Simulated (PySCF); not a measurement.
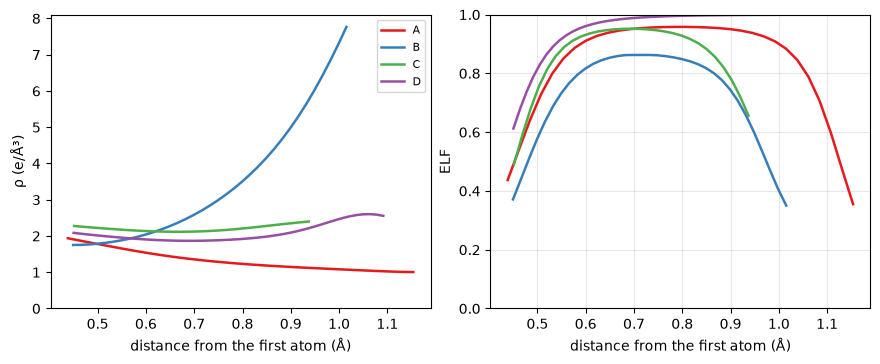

Figure 1: C$_{8}$H$_{10}$FP (SMILES CP(C)c1ccc(F)cc1). Total electron density and ELF along straight lines between neighbouring atoms. The curves leave out the atomic cores.

Geometry: PBE0-D3(BJ)/def2-SVP.

These are results of PySCF, wB97X-D/def2-SVPD, SCF density, gas phase, not measurements.

```yaml
atoms:
  - { symbol: C, position_ang: [-2.4673, 0.8524, 0.2040] }
  - { symbol: P, position_ang: [-1.4741, -0.0373, -1.0794] }
  - { symbol: C, position_ang: [-1.8327, -1.7837, -0.5807] }
  - { symbol: C, position_ang: [0.2305, 0.1682, -0.4017] }
  - { symbol: C, position_ang: [1.2264, 0.6405, -1.2654] }
  - { symbol: C, position_ang: [2.5391, 0.8178, -0.8307] }
  - { symbol: C, position_ang: [2.8520, 0.5168, 0.4881] }
  - { symbol: F, position_ang: [4.1023, 0.6792, 0.9164] }
  - { symbol: C, position_ang: [1.8890, 0.0481, 1.3763] }
  - { symbol: C, position_ang: [0.5848, -0.1228, 0.9232] }
  - { symbol: H, position_ang: [-3.5367, 0.6950, -0.0054] }
  - { symbol: H, position_ang: [-2.2646, 1.9313, 0.1345] }
  - { symbol: H, position_ang: [-2.2568, 0.5164, 1.2317] }
  - { symbol: H, position_ang: [-1.2197, -2.4669, -1.1868] }
  - { symbol: H, position_ang: [-2.8912, -2.0017, -0.7906] }
  - { symbol: H, position_ang: [-1.6365, -1.9817, 0.4851] }
  - { symbol: H, position_ang: [0.9657, 0.8737, -2.3015] }
  - { symbol: H, position_ang: [3.3215, 1.1855, -1.4971] }
  - { symbol: H, position_ang: [2.1750, -0.1748, 2.4060] }
  - { symbol: H, position_ang: [-0.1684, -0.4925, 1.6248] }
```

### Which curve belongs to which contact (C–C, C–F, C–H and C–P)? The first atom named is at distance zero.

Curve A: C–P (1.85 Å): the density is about 1.1 e/Å³ at the midpoint; the ELF peaks at about 0.95 between the atoms: localised, covalent bonding. Curve B: C–F (1.33 Å): ρ is about 2.4 e/Å³ halfway; the ELF peaks at about 0.85 between the atoms (a polar covalent bond). Curve C: C–C (1.39 Å): ρ is about 2.1 e/Å³ halfway; the ELF peaks at about 0.95 between the atoms (localised, covalent bonding). Curve D: C–H (1.09 Å): ρ at the midpoint is about 2 e/Å³; the ELF climbs to about 1 towards the hydrogen, as it does in any bond to H (an ordinary covalent bond to hydrogen).
